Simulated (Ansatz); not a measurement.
# RbVS3 (model cell, started as cubic perovskite with V in the octahedra): a soft mode frozen in, part 2 of 3

Wanted: the energy along a soft mode of RbVS3 (model cell, started as cubic perovskite with V in the octahedra) and the structure at the end.

Ansatz 0.2.0; DFT PBEsol, scalar-relativistic, plane waves, PAW; PAW set soft_1.

So far, highest frequency on the path or at a solved wavevector (cm⁻¹): step 2 (phonons on a q mesh) 417. Also lowest frequency on the path (cm⁻¹): step 2 -248.

The structure was built from a prototype and need not be the compound's stable phase.

### 3. The mode frozen in, largest atomic shift 0 Å

The mode followed lies at q = (-0.5, -0.5, -0.5) with frequency 248.3i cm⁻¹ and is 2-fold degenerate, the softest among the wavevectors solved. At small amplitude the distorted cell has space group no. 139 by a symmetry search on the positions. The undistorted cell that holds it gives the zero of energy on the same k mesh.

System of this step: RbVS3 (model cell, started as cubic perovskite with V in the octahedra). It takes space group Pm-3m (No. 221, cubic). Conventional cell: a = 4.643 Å, b = 4.643 Å, c = 4.643 Å, α = 90.00°, β = 90.00°, γ = 90.00°. Nearest to Rb lie 12 S at 3.28 Å. V has 6 S at 2.32 Å nearest. Nearest to S lie 2 V at 2.32 Å and 4 Rb at 3.28 Å. Farther neighbours and most contacts between anions are not listed.

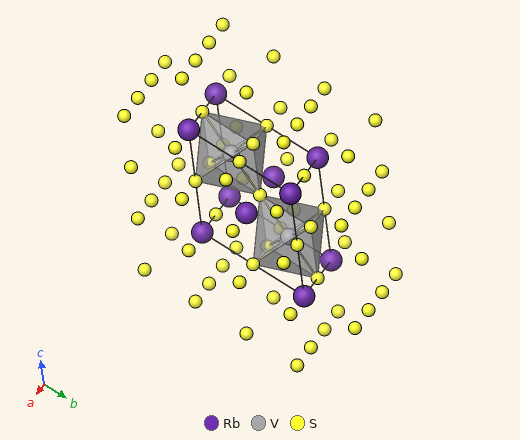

The cell of this step (rubidium purple, vanadium grey, sulfur yellow). Some periodic images of atoms are drawn too.

input.yaml

```yaml
crystal:
  lattice:
    - [4.6426622666, 4.6426622666, 0.0]
    - [4.6426622666, 0.0, 4.6426622666]
    - [4.6426622666, 0.0, -4.6426622666]
  atoms:
    - { symbol: Rb, position: [0.0, 0.0, 0.0] }
    - { symbol: Rb, position: [0.0, 0.5, 0.5] }
    - { symbol: V, position: [0.5, 0.25, 0.75] }
    - { symbol: V, position: [0.5, 0.75, 0.25] }
    - { symbol: S, position: [0.5, 0.0, 0.0] }
    - { symbol: S, position: [0.5, 0.5, 0.5] }
    - { symbol: S, position: [0.0, 0.5, 0.0] }
    - { symbol: S, position: [0.0, 0.0, 0.5] }
    - { symbol: S, position: [0.5, 0.0, 0.5] }
    - { symbol: S, position: [0.5, 0.5, 0.0] }
kpoints:
  mp_grid: { grid: [8, 8, 8] }
hamiltonian:
  xc: pbesol
  pseudopotentials: { kind: paw, azcp: { folder: soft_1 }, xc_functional: pbe }
scf:
  occupations: { method: methfessel_paxton, width: 0.2 }
output:
  forces: true
  stress: true
  eigenvalues: true
```

Command:

```
> ansatz run input.yaml --threads 4 --pin off --max-ram 16384MiB --backend cpu --events-out ev --progress --plain --runs-dir out
```

Numbers of over 12 decimals in the logs are rounded to 6 here.

Log:

```text
[...]
Crystal: 10 atoms, lattice volume = 200.139 Å³
Basis set: ecut = 420 eV, 3839 PW (Γ), exchange–correlation on 90×90×90 points (8 copies of the dense FFT grid, shifted against one another)
Bands: 50, of which v1, the nominal top of the filled ones, is band 40 counted from 1 (39 counted from 0)
Symmetry: 96 space group operations
[...]
k-points: 29 of 512
[...]
k-point 0: bands = [... 36 lower, 6.8873, 7.7137, 7.7137, 7.7137, 8.1952, 8.1952, 8.1952, 8.2147, ... 6 higher]
  k-point 1: bands = [... 36 lower, 7.1766, 7.5305, 7.5305, 7.7067, 8.0425, 8.0425, 8.1159, 8.5719, ... 6 higher]
  k-point 2: bands = [... 36 lower, 7.0446, 7.6786, 7.6786, 7.7586, 7.7586, 7.7909, 7.9029, 8.7553, ... 6 higher]
  k-point 28: bands = [... 36 lower, 6.3541, 6.3541, 7.2067, 7.2067, 8.2892, 8.2892, 8.7927, 8.7927, ... 6 higher]
[key lines of the parts left out:]
SCF converged after 9 iterations
Free energy (F): -17521.672417 eV
Fermi energy:    7.809646 eV
P = ⅓ Tr σ = -0.0392 GPa (-0.392 kbar)
```

Run time: 4.2 s. Hardware: 4 threads of Arm Neoverse V1, shared host; peak memory 0.64 GiB; 16 s of CPU time.

Numbers from this step:

* pressure: -0.03925 GPa
* energy from the undistorted cell: 0 meV/atom

The run ends at a pressure of -0.04 GPa.

### 4. The mode frozen in, largest atomic shift 0.08 Å

The atoms are moved along the unstable eigenvector, the largest shift by 0.08 Å, with the cell fixed.

input.yaml, the sections that differ from step 3:

```yaml
crystal:
  lattice:
    - [4.6426622666, 4.6426622666, 0.0]
    - [4.6426622666, 0.0, 4.6426622666]
    - [4.6426622666, 0.0, -4.6426622666]
  atoms:
    - { symbol: Rb, position: [0.0, 0.0, 0.0] }
    - { symbol: Rb, position: [0.0, 0.5, 0.5] }
    - { symbol: V, position: [0.5, 0.25, 0.75] }
    - { symbol: V, position: [0.5, 0.75, 0.25] }
    - { symbol: S, position: [0.5, 0.0043078731, -0.0043078731] }
    - { symbol: S, position: [0.5, 0.4956921269, 0.5043078731] }
    - { symbol: S, position: [-0.0172314925, 0.5086157462, 0.0086157462] }
    - { symbol: S, position: [0.0172314925, -0.0086157462, 0.4913842538] }
    - { symbol: S, position: [0.5, 0.0043078731, 0.5043078731] }
    - { symbol: S, position: [0.5, 0.4956921269, -0.0043078731] }
# kpoints, hamiltonian, scf, output: as in step 3
```

Log:

```text
[...]
Crystal: 10 atoms, lattice volume = 200.139 Å³
Basis set: ecut = 420 eV, 3839 PW (Γ), exchange–correlation on 90×90×90 points (8 copies of the dense FFT grid, shifted against one another)
Bands: 50, of which v1, the nominal top of the filled ones, is band 40 counted from 1 (39 counted from 0)
Symmetry: 16 space group operations
[...]
k-points: 59 of 512
[...]
k-point 0: bands = [... 36 lower, 6.9035, 7.7132, 7.7256, 7.7256, 8.2035, 8.2167, 8.2268, 8.2530, ... 6 higher]
  k-point 1: bands = [... 36 lower, 7.1650, 7.5142, 7.5204, 7.6870, 8.0772, 8.1258, 8.1754, 8.5637, ... 6 higher]
  k-point 2: bands = [... 36 lower, 7.0552, 7.5250, 7.5662, 7.7819, 7.7835, 7.9450, 8.0289, 8.7670, ... 6 higher]
  k-point 58: bands = [... 36 lower, 6.1212, 6.9526, 7.1649, 7.1649, 8.1366, 8.2746, 8.7989, 8.8424, ... 6 higher]
[key lines of the parts left out:]
SCF converged after 9 iterations
Free energy (F): -17521.702719 eV
Fermi energy:    7.840677 eV
P = ⅓ Tr σ = 0.3392 GPa (3.392 kbar)
```

It took 8.8 s on 4 threads; peak memory 0.74 GiB; 35 s of CPU time.

Numbers from this step:

* pressure: 0.3392 GPa
* energy from the undistorted cell: -3.589 meV/atom

The energy, extrapolated to zero smearing, is -3.59 meV/atom against the undistorted cell.

The run ends at a pressure of 0.34 GPa, with forces up to 0.081 eV/Å.

### 5. Energy along the mode, all amplitudes (two of the runs are shown above)

An imaginary frequency means negative curvature, so the energy should fall and then rise again as anharmonic terms take over.

Numbers from this step:

- depth at the lowest point sampled: 3.589 meV/atom
- largest atomic shift at that point: 0.08 Å

The energy from the parent by largest atomic shift:

```csv
largest atomic shift (Å),energy from the parent (meV/atom)
0.0000,0
0.0400,-1.45
0.0800,-3.59
0.1400,-0.584
0.2200,24.7
```

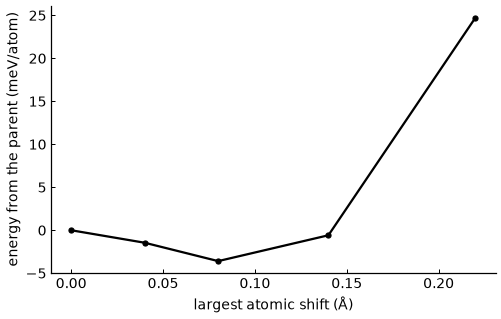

Energy from the parent, plotted against largest atomic shift.

Displacement at unit largest shift by atom:

```csv
atom,x (Å),y (Å),z (Å),size
Rb1,0.00,0.00,0.00,0.00
Rb2,0.00,0.00,0.00,0.00
V3,0.00,0.00,0.00,0.00
V4,0.00,0.00,0.00,0.00
S5,0.00,0.00,0.50,0.50
S6,0.00,0.00,-0.50,0.50
S7,0.00,-1.00,0.00,1.00
S8,0.00,1.00,0.00,1.00
S9,0.50,0.00,0.00,0.50
S10,-0.50,0.00,0.00,0.50
```

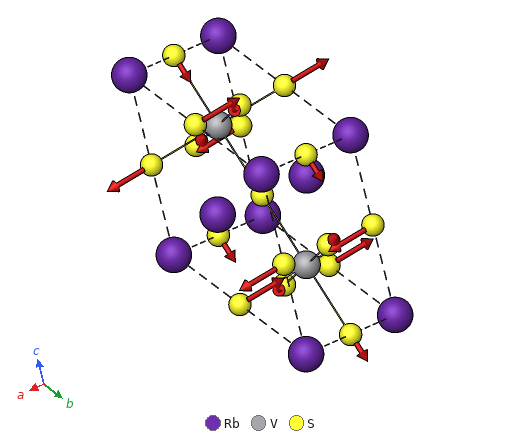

Displacement at unit largest shift as arrows, the longest 1 Å. Some periodic images of atoms are drawn too.

The lowest of the steps tried is at 0.08 Å, 3.59 meV/atom below the parent; the bottom of the well need not coincide with a step.

### 6. Relaxation from the frozen mode

Starting from the lowest point found, all atoms and the cell are let go, so that strain and other modes of the same symmetry can join in.

Changes to input.yaml since step 4:

```diff
@@ -27 +27,10 @@
   eigenvalues: true
+  write_density: true
+  write_potential: true
+  elf: true
+  volumetric_format: npy
+relax:
+  adjacent_minimum: "off"
+  f_tol: 0.002
+  max_steps: 120
+  cell: { stress_tol: 0.03 }
```

Log:

```text
[...]
Crystal: 10 atoms, lattice volume = 200.139 Å³
Basis set: ecut = 420 eV, 3839 PW (Γ), exchange–correlation on 90×90×90 points (8 copies of the dense FFT grid, shifted against one another)
Bands: 50, of which v1, the nominal top of the filled ones, is band 40 counted from 1 (39 counted from 0)
Symmetry: 16 space group operations
[...]
k-points: 59 of 512
[...]
SCF iter   1: F=—  HF=-17522.738955 eV  |F-HF|=—  |Δ(HF+E_count)|=         —  Δρ=3.19e-2  dr2=3.11e0  ethr=3.10e-3  ⟨swp⟩=8.7  Hψ=13081  notcnv=0
[...]
SCF iter   9: F=-17521.702719 eV  HF=-17521.702719 eV  |F-HF|=8.72e-9  |Δ(HF+E_count)|=   6.12e-8  S|Δr|=    0.00e0  Δρ=2.90e-6  dr2=1.82e-8  ethr=1.25e-10  ⟨swp⟩=11.6  Hψ=23009  notcnv=0
SCF 1 converged in 9 iterations: F = -17521.702719 eV  dr2 = 1.82e-8
[...]
relax step   1: F+E_penalty+E_count = -17521.70271944 eV  Δ(F+E_penalty+E_count) = +0.000e0 eV  max|allowed force component| = 8.130e-2 eV/Å  Δτ_max = 0.0000 Å  P = +0.339 GPa  Ω = 200.139 Å³  (9 SCF iters, dr2 threshold 1.00e-7 eV, accepted)
Crystal: 10 atoms, lattice volume = 200.954 Å³
[...]
SCF iter   4: F=-17521.704987 eV  HF=-17521.704987 eV  |F-HF|=1.50e-7  |Δ(HF+E_count)|=   1.59e-7  S|Δr|=    0.00e0  Δρ=1.18e-5  dr2=5.50e-7  ethr=9.19e-10  ⟨swp⟩=13.4  Hψ=25849  notcnv=0
SCF 2 converged in 4 iterations: F = -17521.704987 eV  dr2 = 5.50e-7
relax step   2: F+E_penalty+E_count = -17521.70498658 eV  Δ(F+E_penalty+E_count) = -2.267e-3 eV  max|allowed force component| = 8.066e-2 eV/Å  Δτ_max = 0.0045 Å  P = +0.062 GPa  Ω = 200.954 Å³  energy of the carried Pulay correction = -2.293e-4 eV  (4 SCF iters, dr2 threshold 7.35e-7 eV, accepted)
Crystal: 10 atoms, lattice volume = 201.613 Å³
Basis set: ecut = 420 eV, 3847 PW (Γ), exchange–correlation on 90×90×90 points (8 copies of the dense FFT grid, shifted against one another)
[...]
SCF iter   5: F=-17521.707047 eV  HF=-17521.707047 eV  |F-HF|=1.62e-8  |Δ(HF+E_count)|=   3.47e-8  S|Δr|=    0.00e0  Δρ=5.39e-6  dr2=1.01e-7  ethr=5.08e-10  ⟨swp⟩=12.4  Hψ=23869  notcnv=0
SCF 3 converged in 5 iterations: F = -17521.707047 eV  dr2 = 1.01e-7
[...]
relax step   3: F+E_penalty+E_count = -17521.70704748 eV  Δ(F+E_penalty+E_count) = -2.061e-3 eV  max|allowed force component| = 1.842e-2 eV/Å  Δτ_max = 0.0134 Å  P = -0.052 GPa  Ω = 201.613 Å³  energy of the carried Pulay correction = -4.139e-4 eV  (5 SCF iters, dr2 threshold 4.07e-7 eV, accepted)
[...]
relax step   4: F+E_penalty+E_count = -17521.70713474 eV  Δ(F+E_penalty+E_count) = -8.726e-5 eV  max|allowed force component| = 1.568e-3 eV/Å  Δτ_max = 0.0025 Å  P = +0.001 GPa  Ω = 201.552 Å³  energy of the carried Pulay correction = -3.969e-4 eV  (5 SCF iters, dr2 threshold 2.12e-8 eV, accepted)
[...]
SCF iter   7: F=-17521.707538 eV  HF=-17521.707538 eV  |F-HF|=0.00e0  |Δ(HF+E_count)|=  3.64e-12  S|Δr|=    0.00e0  Δρ=4.75e-8  dr2=5.28e-12  ethr=1.00e-12  ⟨swp⟩=7.6  Hψ=14851  notcnv=0
SCF 5 converged in 7 iterations: F = -17521.707538 eV  dr2 = 5.28e-12
relax step   5: F+E_penalty+E_count = -17521.70753787 eV  Δ(F+E_penalty+E_count) = -4.031e-4 eV  max|allowed force component| = 1.640e-3 eV/Å  Δτ_max = 0.0000 Å  P = +0.002 GPa  Ω = 201.552 Å³  stress off target by 2.08e-3 GPa  SCF on the basis re-selected at this cell (its energy is not comparable with the rows above)  (7 SCF iters)
basis re-selected at this cell: Δ(F+E_penalty+E_count) = -4.031e-4 eV, ΔP = +0.001 GPa vs the last step (what re-selecting the basis moved, of the pressure what is left beyond the Pulay correction that the steps carried, after the strain that the cell walked since its last selection, with what the two solves' SCF thresholds leave and, on support functions, any second-order correction that the steps lacked; it is no m [...]
SCF converged after 7 iterations
[...]
Free energy (F): -17521.707538 eV
[...]
Internal energy: -17521.734785 eV  (E = F + TS)
E sigma→0 (E₀):  -17521.714350 eV
Entropy (-TS):   0.027247 eV (2.725 meV/atom)
Fermi energy:    7.765011 eV
[...]
--- Forces (eV/Å), atoms counted from 1 ---
  atom   1  Rb     0.00000000     0.00000000     0.00000000
  atom   2  Rb     0.00000000     0.00000000     0.00000000
  atom   3  V      0.00000000     0.00000000     0.00000000
  atom   4  V      0.00000000    -0.00000000     0.00000000
  atom   5  S      0.00000000     0.00000000    -0.00132636
  atom   6  S      0.00000000     0.00000000     0.00132636
  atom   7  S     -0.00000000     0.00164042     0.00000000
  atom   8  S     -0.00000000    -0.00164042     0.00000000
  atom   9  S     -0.00132636    -0.00000000     0.00000000
  atom  10  S      0.00132636    -0.00000000     0.00000000
  max |Σ_I F_I| component: 1.43e-17 eV/Å
--- Stress (GPa, compression-positive) ---
        0.002080       0.000000       0.000000
        0.000000       0.000643       0.000000
        0.000000       0.000000       0.002080
  P = ⅓ Tr σ = 0.0016 GPa (0.016 kbar)
--- Band table (eV; the first three rows and the last of 59) ---
  k-point 0: bands = [... 36 lower, 6.8262, 7.6088, 7.6299, 7.6299, 8.0905, 8.1359, 8.1380, 8.1777, ... 6 higher]
  k-point 1: bands = [... 36 lower, 7.0674, 7.4109, 7.4151, 7.5839, 8.0023, 8.0615, 8.1061, 8.4481, ... 6 higher]
  k-point 2: bands = [... 36 lower, 6.9715, 7.3789, 7.4320, 7.6986, 7.7064, 7.8977, 7.9805, 8.6675, ... 6 higher]
  k-point 58: bands = [... 36 lower, 6.0450, 6.8715, 7.0902, 7.0902, 8.0614, 8.1813, 8.7090, 8.7505, ... 6 higher]
--- Relaxed structure (4 steps of the walk, 4 accepted, 1 SCFs on fresh bases) ---
  F+E_penalty+E_count = -17521.70753787 eV   max|allowed force component| = 1.640e-3 eV/Å   (the final SCF, on the basis selected at the relaxed cell)
  cell:  # Å, volume = 201.5518 Å³
    - [4.646726, 4.667267, 0]
    - [4.646726, 0.0, 4.646726]
    - [4.646726, 0.0, -4.646726]
  atoms:
    - { symbol: Rb, position: [-1.1209452958424296e-19, 0, 0] }
    - { symbol: Rb, position: [-1.1209452958424296e-19, 0.5, 0.5] }
    - { symbol: V, position: [0.5, 0.250000, 0.750000] }
    - { symbol: V, position: [0.5, 0.750000, 0.250000] }
    - { symbol: S, position: [0.5, 0.00537607, -0.00537607] }
    - { symbol: S, position: [0.5, 0.494624, 0.505376] }
    - { symbol: S, position: [-0.021626, 0.510813, 0.010813] }
    - { symbol: S, position: [0.021626, -0.010813, 0.489187] }
    - { symbol: S, position: [0.5, 0.00537607, 0.505376] }
    - { symbol: S, position: [0.5, 0.494624, -0.00537607] }
```

The job ended after 49 s (4 threads; peak memory 0.8 GiB).

Relaxation path:

```csv
step,energy less that of the first step (eV),largest force component (eV/Å),pressure (GPa),volume (Å³)
1,0.0000,0.0813,0.34,200.14
2,-0.0023,0.0807,0.06,200.95
3,-0.0043,0.0184,-0.05,201.61
4,-0.0044,0.0016,0.00,201.55
5*,-0.0048,0.0016,0.00,201.55
```

Relaxation steps marked * repeat the geometry before them on a plane-wave basis chosen anew for their cell, so energy and pressure can jump there.

The run keeps the 16 symmetry operations that it works with, so distortions that break them were not tested.

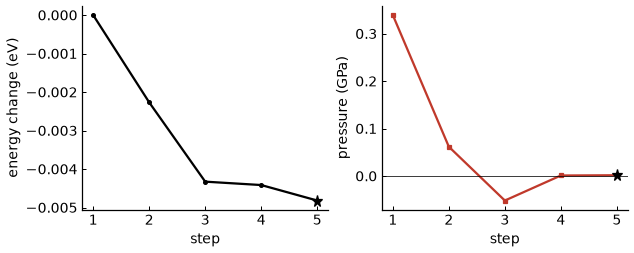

Energy and pressure along the relaxation. Stars mark steps on a basis chosen anew.

```csv
"conventional cell, symmetrised",before,after,change
a (Å),6.566,6.571,+0.1 %
b (Å),6.566,6.571,+0.1 %
c (Å),9.285,9.335,+0.5 %
volume (Å³/atom),20.01,20.16,+0.7 %
```

The atoms that moved most (Å, as changes of fractional coordinates times the final cell):

```csv
atom,dx,dy,dz,length
S8,0.000,0.021,0.000,0.021
S7,0.000,-0.021,0.000,0.021
S6,0.000,0.000,-0.010,0.010
S10,-0.010,0.000,0.000,0.010
S5,0.000,0.000,0.010,0.010
S9,0.010,0.000,0.000,0.010
```

This step gave:

```yaml
pressure: 0.001601 GPa
volume_per_atom: 20.16 Å³
```

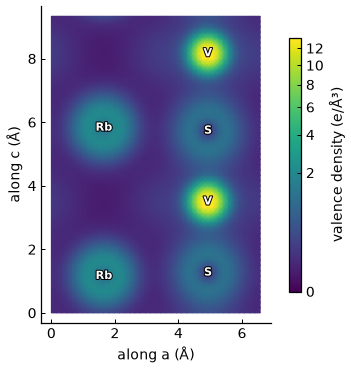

Valence density in the ac plane of the conventional cell at fractional y = 0.000, with atoms of Rb and V and S within 0.2 Å of it. It is the smooth field of the valence electrons, not physical close to the nuclei. The map starts off the cell's origin, so that atoms lie inside it. The colour scale is stretched toward low values.

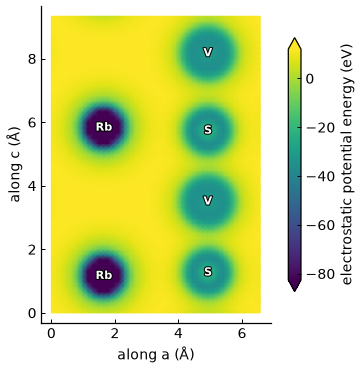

Electrostatic potential energy in the ac plane of the conventional cell at fractional y = 0.000, with atoms of Rb and V and S within 0.2 Å of it. With pseudopotentials it is smooth inside the atoms' cores, unlike the true potential. The map starts off the cell's origin, so that atoms lie inside it.

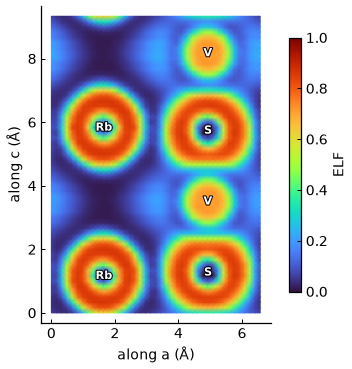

ELF in the ac plane of the conventional cell at fractional y = 0.000, with atoms of Rb and V and S within 0.2 Å of it. It is the smooth field of the valence electrons, not physical close to the nuclei. The map starts off the cell's origin, so that atoms lie inside it.

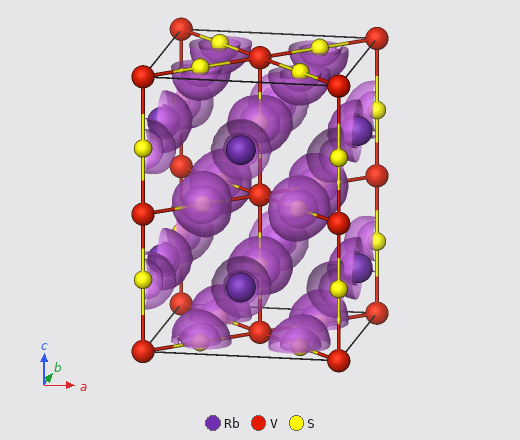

Surface of ELF = 0.79.

The distorted start has space group I4/mmm; the relaxation ends in I4/mmm.

### 7. The new phase in its own primitive cell

The relaxed structure is symmetrised, reduced to its primitive cell and relaxed tightly, as its phonons need.

input.yaml

```yaml
crystal:
  lattice:
    - [-3.2857313863, 3.2857313863, 4.667266874]
    - [3.2857313863, -3.2857313863, 4.667266874]
    - [3.2857313863, 3.2857313863, -4.667266874]
  atoms:
    - { symbol: Rb, position: [0.75, 0.25, 0.5] }
    - { symbol: Rb, position: [0.25, 0.75, 0.5] }
    - { symbol: V, position: [0.0, 0.0, 0.0] }
    - { symbol: V, position: [0.5, 0.5, 0.0] }
    - { symbol: S, position: [0.755376065, 0.244623935, 0.0] }
    - { symbol: S, position: [0.244623935, 0.755376065, 0.0] }
    - { symbol: S, position: [0.7391868852, 0.7391868852, 0.0] }
    - { symbol: S, position: [0.2608131148, 0.2608131148, 0.0] }
    - { symbol: S, position: [0.244623935, 0.244623935, 0.4892478699] }
    - { symbol: S, position: [0.755376065, 0.755376065, 0.5107521301] }
kpoints:
  mp_grid: { grid: [8, 8, 8] }
hamiltonian:
  xc: pbesol
  pseudopotentials: { kind: paw, azcp: { folder: soft_1 }, xc_functional: pbe }
scf:
  occupations: { method: methfessel_paxton, width: 0.2 }
output:
  forces: true
  stress: true
  eigenvalues: true
relax:
  adjacent_minimum: "off"
  f_tol: 0.001
  max_steps: 60
  cell: { stress_tol: 0.01 }
```

Log:

```text
[...]
Crystal: 10 atoms, lattice volume = 201.552 Å³
Basis set: ecut = 420 eV, 3847 PW (Γ), exchange–correlation on 90×90×90 points (8 copies of the dense FFT grid, shifted against one another)
Bands: 50, of which v1, the nominal top of the filled ones, is band 40 counted from 1 (39 counted from 0)
Symmetry: 16 space group operations
[...]
k-points: 59 of 512
[...]
- { symbol: Rb, position: [0.25, 0.75, 0.500000] }
    - { symbol: V, position: [0, 0, 0] }
    - { symbol: V, position: [0.5, 0.5, 0] }
    - { symbol: S, position: [0.755360, 0.244640, 0.0] }
    - { symbol: S, position: [0.244640, 0.755360, 0.0] }
    - { symbol: S, position: [0.739220, 0.739220, 0] }
    - { symbol: S, position: [0.260780, 0.260780, 0] }
    - { symbol: S, position: [0.244640, 0.244640, 0.489281] }
    - { symbol: S, position: [0.755360, 0.755360, 0.510719] }
[key lines of the parts left out:]
SCF converged after 7 iterations
Free energy (F): -17521.707540 eV
Fermi energy:    7.765139 eV
P = ⅓ Tr σ = 0.0003 GPa (0.003 kbar)
```

Run time: 38 s. Hardware: 4 threads; peak memory 0.81 GiB.

Little changed from the start: no atom moved by 0.005 Å and no cell edge by 0.1 %.

Numbers from this step:

- pressure: 2.97e-4 GPa
- volume per atom: 20.15 Å³

The largest force component left is 0.39 meV/Å and the pressure is 0.000 GPa, within the tolerances set. The cell now holds 20.15 Å³/atom.

[end of part 2 of 3]

[Logs are printed without paths, hosts, clocks, repeated set-up lines and the standing remarks that a program may print on its own settings, such as how far it seeks lower states.]

[Hosts, paths, dates, database ids (printed as entryN), source tags and the programs' standing remarks are cut or masked in the printed files.]
